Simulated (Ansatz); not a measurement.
**FGeHSi$_{2}$: density, localisation and related maps**

The calculation's input:

```
crystal:
  periodic: [false, false, false]
  atoms:
    - {symbol: F, position_ang: [-1.315751, -0.861260, 0.328342]}
    - {symbol: Ge, position_ang: [-3.536954, -3.333191, -1.583352]}
    - {symbol: Si, position_ang: [-2.077923, -2.263438, 0.029795]}
    - {symbol: Si, position_ang: [-2.615942, -4.315703, 0.504165]}
    - {symbol: H, position_ang: [-2.755887, -1.735764, -1.380364]}
basis:
  gaussian:
    orbitals: def2-TZVPD
total_charge: 0
output: {forces: true, orbitals: {seedname: orbitals}}
hamiltonian:
  xc: pbe0
```

Command:

```sh
ansatz run input.yaml --threads 2 --pin off --max-ram 4350MiB --events-out events.jsonl --progress --plain --runs-dir runs
```

Geometry: r2SCAN-D4/def2-SVP.

Computed with Ansatz, isolated molecule in a Gaussian basis; Kohn-Sham density functional theory, functional PBE0.

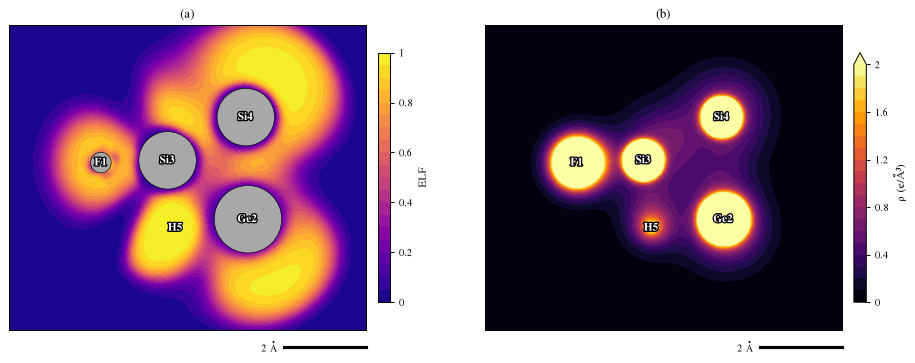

Figure 1. (a) ELF; (b) total electron density on the molecular plane. Grey discs cover the atomic cores in the ELF map.

> Interpret the plot.

- Atoms in the plane: F, Ge, Si and H.
- Si–F (1.62 Å): ρ is about 1.1 e/Å³ halfway; the ELF peaks at about 0.80 in the valence shell of F, 0.6 Å from its nucleus, and is about 0.50 at the midpoint.
- Si–Si (2.17 Å): the density is about 0.6 e/Å³ at the midpoint; the ELF peaks at about 0.80 between the atoms; a shared electron pair.
- Si–Ge (2.42 Å): the density is about 0.42 e/Å³ at the midpoint; the ELF is about 0.40 at the midpoint.
- Si–H (1.65 Å): the density is about 0.59 e/Å³ at the midpoint; the ELF climbs to about 1 towards the hydrogen, as it does in any bond to H.
- Si–Ge (2.48 Å): the density is about 0.49 e/Å³ at the midpoint; the ELF peaks at about 0.80 in the valence shell of Si, 1.1 Å from its nucleus, and is about 0.80 at the midpoint.
- The ELF also peaks beside F1 and Si4, away from the bonds: lone-pair regions.

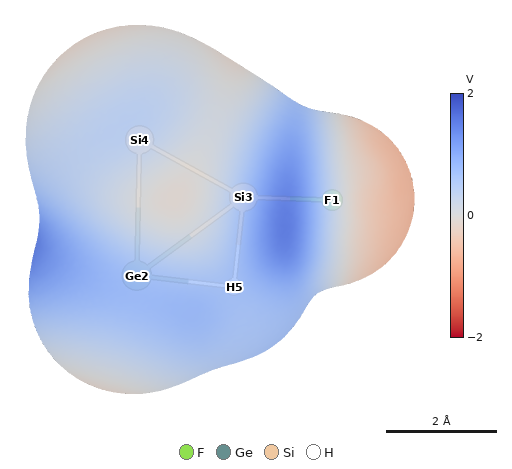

Figure 2. The molecular electrostatic potential painted on the density surface at 0.002 e/bohr³, seen across its widest extent; the colour scale runs from red (negative) to blue (positive).

> Which sites attract a positive test charge, and which a negative one?

A positive charge is drawn to the negative regions and a negative charge to the positive ones. The most negative region (about −0.6 V) lies over F1, the most positive (about +1.5 V) over Ge2 and Si3.

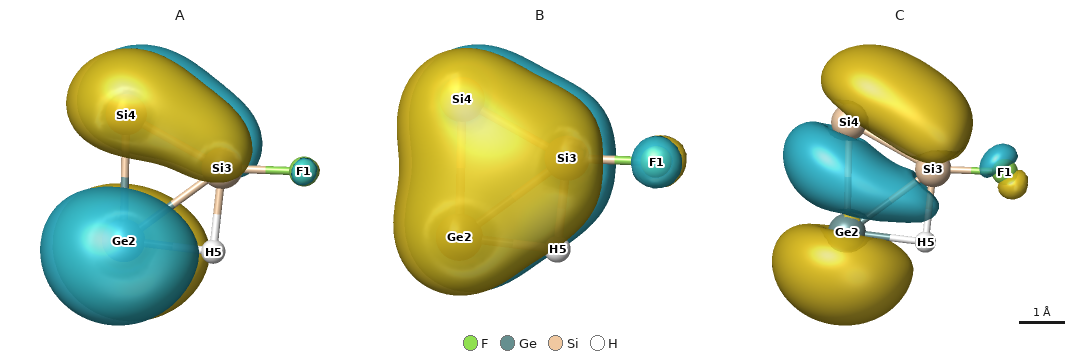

Figure 3. Three frontier orbitals at ±0.08 Å⁻³ᐟ² (yellow and cyan are the two phases), in no order.

> Order the three orbitals by energy and name them.

B is the HOMO−1 (−6.94 eV). By Hirshfeld shares it lies mainly on Si3 (about 35 %), Ge2 (about 30 %) and Si4 (about 30 %); it changes sign across the molecular plane (π type); π-bonding across Ge2–Si3, Ge2–Si4 and Si3–Si4. C is the HOMO (−6.49 eV). By Hirshfeld shares it lies mainly on Ge2 (about 45 %), Si4 (about 30 %) and Si3 (about 20 %); it is symmetric in the molecular plane (an in-plane orbital: σ, lone-pair or in-plane π type). A is the LUMO (−2.39 eV). It lies mainly on Ge2 (about 55 %), Si4 (about 30 %) and Si3 (about 15 %); it changes sign across the molecular plane (π type); π-bonding across Si3–Si4; π-antibonding (a node) across Ge2–Si4.

> What is the HOMO–LUMO gap?

4.10 eV between the orbital energies.
